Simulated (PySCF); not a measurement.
**What a change does: excited-state calculation on C₃H₉Ga**

System: C₃H₉Ga, SMILES CC[CH2][GaH2].
Method of the first run: TDDFT PBE0/6-31G*, vertical, gas phase, core orbitals frozen in the response (PySCF 2.14.0).

The geometry comes from this level: PBE0-D3(BJ)/def2-SVP. Text and figures count atoms from 1; the logs count them from 0 in places.

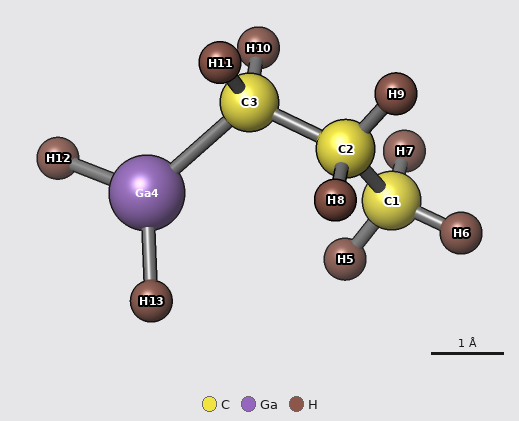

The structure as given in the input (ball-and-stick view, seen at a tilt; atoms are numbered from 1 in the order of the input). Sticks mark near contacts.

**Input, the first run**
```
{"job": {"kind": "uv", "xc": "PBE0", "basis": "6-31G*"}, "charge": 0, "multiplicity": 1}
C     -1.350168     0.280046    -1.014408
C     -0.849230    -0.335003     0.283432
C      0.605197    -0.790916     0.202174
Ga     1.923846     0.650327    -0.102505
H     -0.760288     1.173574    -1.286021
H     -2.402186     0.595928    -0.942834
H     -1.272410    -0.433742    -1.850879
H     -0.963364     0.400098     1.099181
H     -1.500198    -1.185792     0.554009
H      0.734231    -1.567318    -0.572756
H      0.916426    -1.275498     1.147927
H      3.352459     0.336078    -0.690746
H      1.572148     2.135314     0.301705
```

The first line tells a small driver script what to run in PySCF; the rest is the geometry in Å.

Command:
```bash
OMP_NUM_THREADS=1 python <driver script> task.json out
```

Hardware: 1 CPU thread, shared host.

**Output (the first run)**
```
coarse grid: 45208 points
cycle   1  E = -2043.8184280054  dE = -4.486e-01  |g| = 5.758e-01  |ddm| = 3.005e+00
cycle   2  E = -2043.7842392651  dE =  3.419e-02  |g| = 7.370e-01  |ddm| = 1.036e+00
cycle   3  E = -2043.8782122043  dE = -9.397e-02  |g| = 2.943e-02  |ddm| = 5.931e-01
cycle   4  E = -2043.8783772314  dE = -1.650e-04  |g| = 1.791e-02  |ddm| = 4.716e-02
cycle   5  E = -2043.8784585254  dE = -8.129e-05  |g| = 2.991e-03  |ddm| = 1.721e-02
cycle   6  E = -2043.8784607101  dE = -2.185e-06  |g| = 6.510e-04  |ddm| = 3.215e-03
final grid: 95264 points
cycle   7  E = -2043.8784512547  dE =  6.376e-10  |g| = 7.594e-04  |ddm| = 1.558e-03
cycle   8  E = -2043.8784511859  dE =  6.882e-08  |g| = 9.279e-04  |ddm| = 1.419e-03
cycle   9  E = -2043.8784513905  dE = -2.047e-07  |g| = 5.278e-05  |ddm| = 7.971e-04
cycle  10  E = -2043.8784513913  dE = -7.253e-10  |g| = 8.079e-06  |ddm| = 5.329e-05
converged SCF energy = -2043.8784513913

Static polarisability (au): isotropic 57.716, principal 47.983 56.370 68.794

Singlet excitations
state   eV       nm        f      main configurations
  1   4.6492    266.7   0.00122   H->L 0.99
  2   5.3677    231.0   0.00010   H-1->L 1.00
  3   6.9143    179.3   0.00038   H-2->L 0.98
  4   7.0968    174.7   0.00028   H-3->L 0.97
  5   7.5335    164.6   0.07536   H->L+1 0.66, H-4->L 0.29
  6   7.6329    162.4   0.10907   H-4->L 0.69, H->L+1 0.26
  7   8.2365    150.5   0.00364   H-1->L+1 0.97
  8   8.5205    145.5   0.13848   H->L+2 0.80, H-5->L 0.11
  9   8.5892    144.3   0.01387   H-5->L 0.67, H->L+3 0.27
 10   8.6665    143.1   0.05600   H->L+3 0.63, H-5->L 0.18, H->L+2 0.14

Triplet excitations (Tamm-Dancoff, eV): 4.3119 4.8917 6.6766 6.8228
```

The input of the second run differs as follows (lines with − go, lines with + come):
```diff
-"basis": "6-31G*"
+"basis": "aug-cc-pVDZ"
```

Predict how the results change.

The total energy of the second run is 163.7 kcal/mol lower, which measures the change of basis and not a stability. The HOMO goes from −7.40 to −7.48 eV. The LUMO goes from −1.30 to −1.40 eV. The strongest computed line goes from 8.52 to 7.41 eV. The SCF takes 11 iterations against 10. The basis functions go from 92 to 186.

**Output (the second run)**
```
coarse grid: 45208 points
cycle   1  E = -2044.0923160452  dE = -4.256e-01  |g| = 4.149e-01  |ddm| = 7.557e+00
cycle   2  E = -2044.0700755156  dE =  2.224e-02  |g| = 4.997e-01  |ddm| = 2.259e+00
cycle   3  E = -2044.1385866653  dE = -6.851e-02  |g| = 4.843e-02  |ddm| = 1.170e+00
cycle   4  E = -2044.1392050903  dE = -6.184e-04  |g| = 1.531e-02  |ddm| = 1.765e-01
cycle   5  E = -2044.1392602193  dE = -5.513e-05  |g| = 4.159e-03  |ddm| = 4.472e-02
cycle   6  E = -2044.1392644993  dE = -4.280e-06  |g| = 9.283e-04  |ddm| = 1.080e-02
final grid: 95264 points
cycle   7  E = -2044.1392498893  dE = -7.083e-08  |g| = 9.821e-04  |ddm| = 1.487e-02
cycle   8  E = -2044.1392497864  dE =  1.030e-07  |g| = 1.168e-03  |ddm| = 5.027e-03
cycle   9  E = -2044.1392501391  dE = -3.528e-07  |g| = 8.244e-05  |ddm| = 2.537e-03
cycle  10  E = -2044.1392501408  dE = -1.729e-09  |g| = 1.181e-05  |ddm| = 2.657e-04
cycle  11  E = -2044.1392501409  dE = -4.184e-11  |g| = 4.851e-06  |ddm| = 3.923e-05
converged SCF energy = -2044.1392501409

Static polarisability (au): isotropic 70.115, principal 60.095 68.433 81.818

Singlet excitations
state   eV       nm        f      main configurations
  1   4.6619    266.0   0.00141   H->L 0.99
  2   5.2968    234.1   0.00014   H-1->L 0.99
  3   6.4796    191.3   0.01221   H->L+1 0.96
  4   6.9060    179.5   0.00169   H-2->L 0.95
  5   6.9981    177.2   0.08478   H->L+2 0.84
  6   7.0656    175.5   0.00712   H->L+3 0.69, H->L+4 0.13, H-3->L 0.12
  7   7.1226    174.1   0.00795   H-3->L 0.81
  8   7.1877    172.5   0.00867   H->L+4 0.72, H->L+3 0.15
  9   7.3471    168.8   0.03198   H-1->L+1 0.92
 10   7.4112    167.3   0.11825   H->L+5 0.79

Triplet excitations (Tamm-Dancoff, eV): 4.3190 4.7887 6.2389 6.6293
```

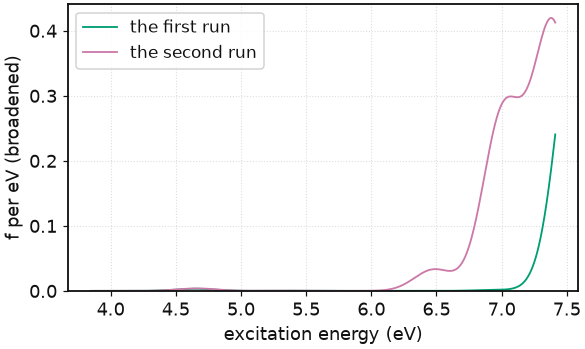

Absorption of the two runs from their computed states, each broadened by a Gaussian of 0.35 eV full width; the range ends where the shorter list of states ends.

**The two runs side by side**

```csv
quantity,the first run,the second run
outcome,converged,converged
total energy (hartree),−2043.878451,−2044.139250
HOMO (eV),−7.40,−7.48
LUMO (eV),−1.30,−1.40
dipole moment (D),0.91,0.91
lowest excitation (eV),4.65,4.66
SCF iterations,10,11
strongest computed line (eV),8.52,7.41
basis functions,92,186
wall time (shared host),9.3 s,28 s
```

For both runs: Spin–orbit coupling is left out, which matters for the heavy atoms.
